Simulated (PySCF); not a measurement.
Molecule: SMILES CB(N)O (CH6BNO). Atoms near the plane z = 0.0 Å, at the PBE0/def2-SVP optimised geometry (x, y, z in Å): B1 (-0.1, 0.1, 0.0), C2 (1.4, 0.1, 0.0), H3 (1.9, -0.9, 0.0), H4 (1.8, 0.6, 0.9), H5 (1.8, 0.6, -0.9), O6 (-0.9, 1.3, 0.0), H7 (-0.3, 2.0, 0.0), N8 (-0.9, -1.1, 0.0), H9 (-1.9, -1.1, 0.0), H10 (-0.5, -2.0, 0.0).

Computed with PBE0/def2-TZVP in PySCF. Cells within 0.4 Å of a nucleus heavier than hydrogen are left out (blank, or x). The values are rescaled to run from 0 to 1.

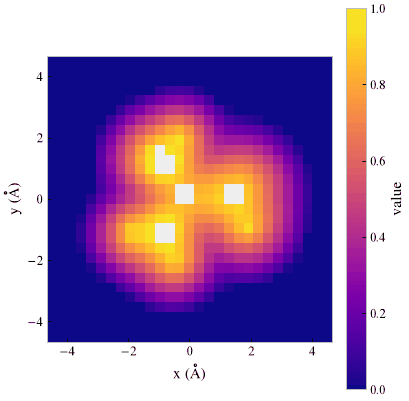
*a field on the plane z = 0.0 Å.*

Task: Which quantity is mapped?
(A) electrostatic potential
(B) deformation density (molecule minus spherical neutral atoms)
(C) Laplacian of the electron density
(D) log10 of the electron density

Result: D, log10 of the electron density. In full: log10 of the electron density (e/bohr³), floored at −4.
